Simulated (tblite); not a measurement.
Run report: C₆H₁₃NSi, frequency calculation

System: C₆H₁₃NSi, SMILES C=C(C)[C@H]1CN[SiH2]C1.
Method: GFN2-xTB harmonic vibrations, gas phase (tblite 0.8.0).

It belongs to a series of runs on one base structure; here: H on C replaced by isopropenyl.

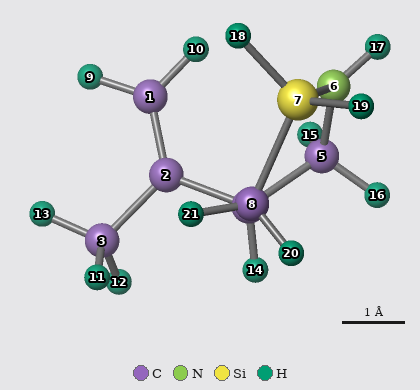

The structure as given in the input (ball-and-stick view, seen at a tilt; atoms are numbered from 1 in the order of the input).

Results in brief:

```json
{"quantity": "outcome", "value": "converged"}
{"quantity": "total energy", "value": "−656.4029 eV"}
{"quantity": "zero-point energy", "value": "109.6740 kcal/mol"}
{"quantity": "hardware", "value": "1 CPU thread, shared host"}
{"quantity": "wall time", "value": "2.8 s"}
{"quantity": "peak memory", "value": "0.18 GiB"}
```

Input:
```
{"job": {"kind": "ir", "xc": "GFN2-xTB", "basis": "xTB"}, "charge": 0, "multiplicity": 1}
C     -1.125733    -0.405765     1.503106
C     -1.234217    -0.080884     0.225562
C     -2.492082    -0.338748    -0.551809
C     -0.119546     0.543703    -0.579926
C      0.794476     1.458445     0.244998
N      1.805236     0.634180     0.874347
Si     2.144503    -0.842490     0.076052
C      0.760628    -0.559800    -1.192154
H     -1.940369    -0.870602     2.034316
H     -0.228301    -0.226651     2.066317
H     -2.270862    -0.895861    -1.461637
H     -2.951614     0.605156    -0.847109
H     -3.210088    -0.902686     0.037920
H     -0.579668     1.139072    -1.377009
H      0.216144     1.993854     1.006105
H      1.254504     2.207992    -0.416413
H      2.421019     1.128031     1.496984
H      1.939156    -1.978715     0.977320
H      3.461882    -0.930323    -0.569246
H      1.177040    -0.214796    -2.139087
H      0.168970    -1.446169    -1.409107
```

The first line tells a small driver script what to run in tblite; the rest is the geometry in Å.

Launch command:
```bash
OMP_NUM_THREADS=1 python <driver script> task.json out
```

Log:
```
mode    cm-1     km/mol
  1      53.8      0.18
  2      92.6      1.47
  3     143.8      2.38
  4     148.3      0.75
  5     224.6      3.73
  6     281.5      4.28
  7     332.4      6.55
  8     341.5     58.38
  9     425.7      6.81
 10     463.6      2.61
 11     482.9     46.06
 12     533.0     58.57
 13     548.7      4.23
 14     654.6    128.43
 15     681.5      3.80
 16     721.8      5.62
 17     743.7     46.12
 18     798.6     64.50
 19     814.3    219.62
 20     833.9     10.87
 21     867.6    159.41
 22     899.4     32.35
 23     953.9      1.90
 24     959.3      0.39
 25    1005.3      2.74
 26    1027.6      3.76
 27    1042.4      2.47
 28    1074.2      7.28
 29    1132.9     38.02
 30    1147.1      1.97
 31    1179.2     37.46
 32    1213.7     25.93
 33    1228.1     10.97
 34    1252.3     50.27
 35    1289.7     15.94
 36    1353.8      0.65
 37    1365.2     19.83
 38    1399.2      2.00
 39    1420.4      6.87
 40    1484.2      2.76
 41    1485.3      2.54
 42    1491.2      3.58
 43    1500.4      1.49
 44    1731.6     19.06
 45    2192.2    476.98
 46    2245.7    247.75
 47    2844.0     79.87
 48    2912.9     48.43
 49    2924.3     75.88
 50    2978.1     67.27
 51    2991.8     35.41
 52    3011.3     21.87
 53    3016.5     41.88
 54    3043.1     33.76
 55    3097.4     44.23
 56    3147.5     26.23
 57    3488.9      2.95
```

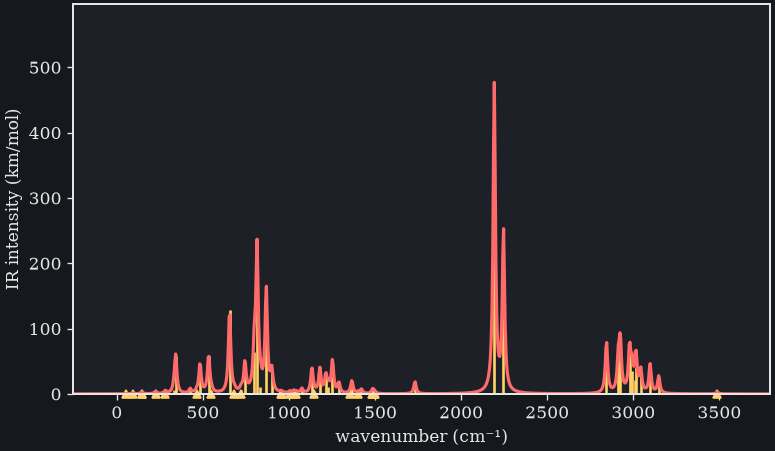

Harmonic infrared spectrum, unscaled: sticks (degenerate modes added up, dark ones marked on the axis) with a Lorentzian envelope of 16 cm⁻¹ full width, scaled to the tallest stick. 57 modes from 54 to 3489 cm⁻¹, none imaginary. The strongest line is at 2192 cm⁻¹ (477 km/mol).
